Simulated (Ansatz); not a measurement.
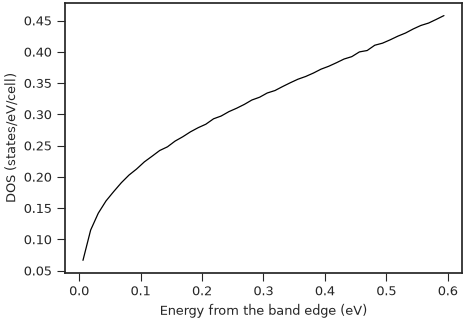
Density of states of SiC (F-43m) below the valence band maximum, HSE06, rigid bands (Ansatz, a program for electronic structure); cell volume 20.7 Å³.

Task: What effective density of states at 300 K does this give (∫ g(E) exp(−E/k_BT) dE, both spins, divided by the cell's size)?

Result: 1.4e20 cm⁻³, a density-of-states mass of 3.2 mₑ, valleys and band degeneracy included.

Spin-orbit coupling is left out; where it splits the top of the valence band, N_v and the p-type Seebeck coefficient come out somewhat high without it. Geometry: cell and atoms relaxed with PBEsol.
